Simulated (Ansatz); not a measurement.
# BCl (SMILES [B]Cl): levels of theory compared

Aim: a comparison of 6 runs (B2PLYP/STO-3G, BHLYP/STO-3G, PBE0/STO-3G, UPBE0/STO-3G, CCSDT/STO-3G, CCSD(T)/STO-3G) of BCl. 

The calculation is run with Ansatz 0.2.0.

40 further runs of the same task are left out: 1 that didn't finish, 39 set aside as unsound or not needed.

## 1. The system as given

BCl has 2 atoms, charge 0, and is taken as a singlet. SMILES: `[B]Cl`. The Cl2–B1 distance was set to 2.147 Å, away from the relaxed value.

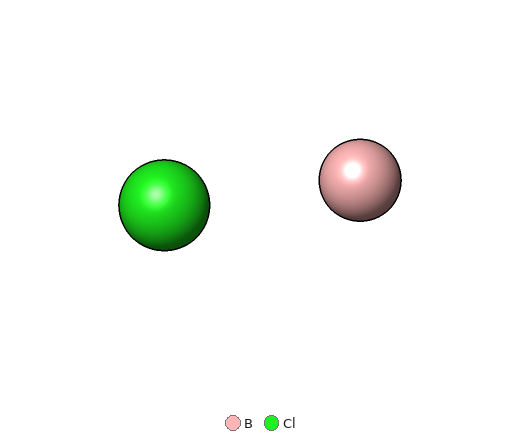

The structure, seen from a chosen angle (boron pink, chlorine green).

## 2. The energy at B2PLYP/STO-3G (run 1)

File in.yaml:

```yaml
crystal:
  periodic: [false, false, false]
  atoms:
    - {symbol: B, position_ang: [-0.000000, -0.000000, -0.499110]}
    - {symbol: Cl, position_ang: [0.000000, 0.000000, 1.648190]}
basis:
  gaussian:
    orbitals: STO-3G
hamiltonian:
  xc: {name: B2PLYP}
correlation:
  frozen_orbitals: {B: 1, Cl: 5}
accuracy: high
```

Run with:

```console
$ ansatz run in.yaml --threads 1 --pin off --max-ram 3480MiB --events-out events.jsonl --progress --plain --runs-dir runs
```

The program printed:

```text
Warning: RAYON_NUM_THREADS=1 ignored (pool sized by the plan → 1); use --threads N
Functional definition: B2PLYP
  name "B2PLYP"
  parameter a = 0.53
  parameter c = 0.27
  exchange = (1 - a)*b88_x + a*exact_x
  correlation = (1 - c)*lyp_c + c*(mp2_os + mp2_ss)
221 factors; integrals over basis functions are off by at most 3.2e-8 eV
mean field evaluation 1: about -13042.3557 eV, gradient 1.4e1 eV
mean field evaluation 2: about -13042.3715 eV, gradient 1.4e1 eV
mean field evaluation 4: about -13044.2770 eV, gradient 1.3e0 eV
mean field evaluation 8: about -13044.2876 eV, gradient 3.7e-2 eV
mean field evaluation 16: about -13044.2876 eV, gradient 1.5e-8 eV
mean field -13044.28761749 eV, -479.3687282071 hartree, gradient 1.5e-8 eV, S^2 0.000000; 0 other end points of the search recorded, 0 dependent functions left out
6 core orbitals not correlated: weight in the atoms' cores, before any rotation towards them, 1.000 or more for the frozen orbitals, at most 0.000 for the correlated occupied ones
reference -13044.28763192 eV, -479.3687287375 hartree; 5, 5 occupied and 3, 3 virtual orbitals, 221 factors
second order -1.82837182 eV of doubles, -0.00000000 eV of singles
Total energy: -13044.78129232 eV, -479.3868704223 hartree
```

It took 0.48 s on 1 thread of Intel Xeon Platinum 8488C (Sapphire Rapids), shared host.

## 3. The energy at BHLYP/STO-3G (run 2)

File molecule.yaml:

```yaml
crystal:
  periodic: [false, false, false]
  atoms:
    - symbol: B
      position_ang: [-0.000000, -0.000000, -0.499110]
    - symbol: Cl
      position_ang: [0.000000, 0.000000, 1.648190]
basis:
  gaussian: {orbitals: STO-3G}
hamiltonian: {xc: {name: BHLYP}}
accuracy: high
```

Run with:

```console
$ ansatz run molecule.yaml --threads 1 --pin off --max-ram 3480MiB --events-out events.jsonl --progress --plain --runs-dir runs
```

The program printed:

```text
Warning: RAYON_NUM_THREADS=1 ignored (pool sized by the plan → 1); use --threads N
Functional definition: BHLYP
  name "BHLYP"
  parameter a = 0.5
[... 1 set-up line as earlier in the session ...]
  correlation = lyp_c
221 factors; integrals over basis functions are off by at most 3.2e-8 eV
mean field evaluation 1: about -13048.4527 eV, gradient 1.4e1 eV
mean field evaluation 2: about -13046.3516 eV, gradient 3.2e1 eV
mean field evaluation 4: about -13050.3744 eV, gradient 3.4e-1 eV
mean field evaluation 8: about -13050.3768 eV, gradient 1.2e-3 eV
mean field evaluation 16: about -13050.3768 eV, gradient 4.6e-8 eV
mean field -13050.37680527 eV, -479.5925017305 hartree, gradient 4.6e-8 eV, S^2 0.000000; 0 other end points of the search recorded, 0 dependent functions left out
reference -13050.37682067 eV, -479.5925022964 hartree; 11, 11 occupied and 3, 3 virtual orbitals, 221 factors
Total energy: -13050.37682067 eV, -479.5925022964 hartree
```

Run time: 0.34 s. Hardware: 1 thread of Intel Xeon Platinum 8488C (Sapphire Rapids), shared host.

Runs 3 to 5 aren't shown in full; the table further down has their settings and results.

## 4. The energy at CCSD(T)/STO-3G (run 6)

File in.yaml:

```yaml
crystal:
  periodic: [false, false, false]
  atoms:
    - {symbol: B, position_ang: [-0.000000, -0.000000, -0.499110]}
    - {symbol: Cl, position_ang: [0.000000, 0.000000, 1.648190]}
basis:
  gaussian: {orbitals: STO-3G}
correlation: {method: ccsd_t, frozen_orbitals: {B: 1, Cl: 5}}
accuracy: high
scf: {omitted_lower_state_checks: [cluster_reference, increment]}
```

Run with:

```console
$ ansatz run in.yaml --threads 1 --pin off --max-ram 3480MiB --events-out events.jsonl --progress --plain --runs-dir runs
```

The program printed:

```text
Warning: RAYON_NUM_THREADS=1 ignored (pool sized by the plan → 1); use --threads N
Functional definition: HF
  name "HF"
  exchange = exact_x
  correlation = 0
these checks for a lower state are left out or cut short: cluster_reference, increment
221 factors; integrals over basis functions are off by at most 3.2e-8 eV
mean field evaluation 1: about -13027.3226 eV, gradient 1.4e1 eV
mean field evaluation 2: about -13027.3563 eV, gradient 1.4e1 eV
mean field evaluation 4: about -13029.2733 eV, gradient 1.1e0 eV
mean field evaluation 8: about -13029.2815 eV, gradient 7.9e-2 eV
mean field -13029.28155369 eV, -478.8172655340 hartree, gradient 2.6e-8 eV, S^2 0.000000; 0 other end points of the search recorded, 0 dependent functions left out; unrestricted orbitals would lower it
6 core orbitals not correlated: weight in the atoms' cores, before any rotation towards them, 1.000 or more for the frozen orbitals, at most 0.000 for the correlated occupied ones
reference -13029.28155369 eV, -478.8172655340 hartree; 5, 5 occupied and 3, 3 virtual orbitals, 221 factors
second order -1.11738296 eV of doubles, -0.00000000 eV of singles
cycle   1  -1.44486519 eV  change   -3.3e-1 eV  update   9.6e-2
cycle   2  -1.71243545 eV  change   -2.7e-1 eV  update   4.3e-2
cycle   3  -1.84058629 eV  change   -1.3e-1 eV  update   2.3e-2
cycle   4  -1.84155445 eV  change   -9.7e-4 eV  update   4.2e-3
cycle   5  -1.84443200 eV  change   -2.9e-3 eV  update   9.7e-4
cycle   6  -1.84538181 eV  change   -9.5e-4 eV  update   2.7e-4
cycle   7  -1.84490949 eV  change    4.7e-4 eV  update   8.3e-5
cycle   8  -1.84491812 eV  change   -8.6e-6 eV  update   3.1e-5
cycle   9  -1.84497595 eV  change   -5.8e-5 eV  update   1.4e-5
cycle  10  -1.84497595 eV  change    3.8e-9 eV  update   4.1e-6
cycle  11  -1.84497522 eV  change    7.2e-7 eV  update   1.2e-6
cycle  12  -1.84497468 eV  change    5.4e-7 eV  update   3.6e-7
cycle  13  -1.84497473 eV  change   -4.9e-8 eV  update   1.4e-7
cycle  14  -1.84497475 eV  change   -1.5e-8 eV  update   3.0e-8
cycle  15  -1.84497401 eV  change    7.4e-7 eV  update   1.4e-7
cycle  16  -1.84497357 eV  change    4.4e-7 eV  update   6.8e-8
cycle  17  -1.84497357 eV  change    8.3e-9 eV  update   1.9e-8
cycle  18  -1.84497358 eV  change   -9.9e-9 eV  update   8.4e-9
cycle  19  -1.84497358 eV  change  -1.1e-10 eV  update   2.2e-9
cycle  20  -1.84497358 eV  change   1.1e-10 eV  update  8.4e-10
perturbative correction -0.07952234 eV, -0.0029223919 hartree
Total energy: -13031.20604960 eV, -478.8879894543 hartree
Checks for a lower state left out: cluster_reference, increment
```

Wall time 0.14 s (1 thread of Intel Xeon Platinum 8488C (Sapphire Rapids), shared host).

## 5. All runs side by side

```tsv
run	level	frozen core orbitals	energy (Eh)	wall time
1	B2PLYP/STO-3G	6	-479.386870	0.48 s
2	BHLYP/STO-3G	–	-479.592502	0.34 s
3	PBE0/STO-3G	–	-479.415673	0.34 s
4	UPBE0/STO-3G	–	-479.415673	0.56 s
5	CCSDT/STO-3G	6	-478.888484	0.24 s
6	CCSD(T)/STO-3G	6	-478.887989	0.14 s
```

## 6. Results

| quantity | value |
| --- | --- |
| run 6: total energy | -478.88799 Eh |
| run 6: correlation energy (6 core orbitals frozen) | -70.7 mEh |
| run 6: (T) correction | -2.92 mEh |
| run 6: T1 diagnostic | 0.020 |

Totals of different functionals can't be ranked against each other. In runs 5, 6 the log says that unrestricted orbitals would lower the reference, so the values rest on an unstable closed-shell determinant (other closed-shell runs at this shape may share the fault). In runs 1, 2, 3, 4, 5, 6 the basis is minimal, so the values are rough. All runs together took 2.1 s, the longest 0.56 s.
